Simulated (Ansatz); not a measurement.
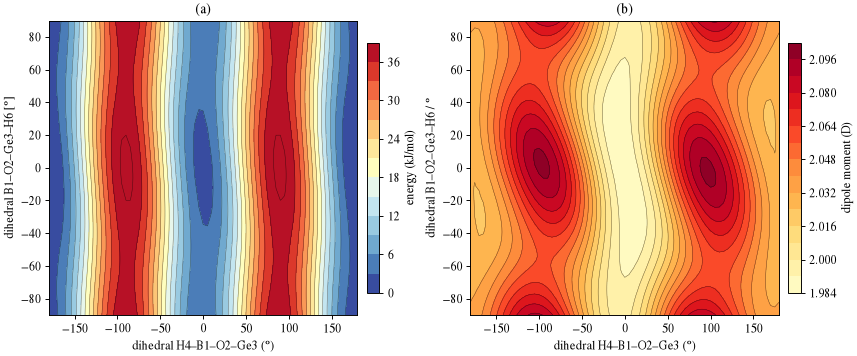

BGeH5O, SMILES B[O][GeH3]. 
- Coordinates scanned: (1) dihedral H4–B1–O2–Ge3; (2) dihedral B1–O2–Ge3–H6.
- Nothing is relaxed (all other coordinates rigid).
- The grid has 18 × 17 points; 279 points were computed and 27 follow by symmetry.
- Points are written as (first, second).
- Energies are in kJ/mol, from the lowest grid point.
- The calculation used RKS PBE-D4/def2-TZVP in Ansatz 0.2.0.

Panel (a) is the energy; panel (b) is the computed dipole moment, in D.

Drawn: filled contours. Between grid points the surface is interpolated.

**How does the dipole moment vary over the map, and what is it at the lowest grid point?**

Leaving out the highest fifth of the energies, it runs from 1.99 D at (0°, 0.0°) to 2.09 D at (−120°, 11.2°). At the lowest grid point, (−180°, 0.0°), it is 2.02 D.
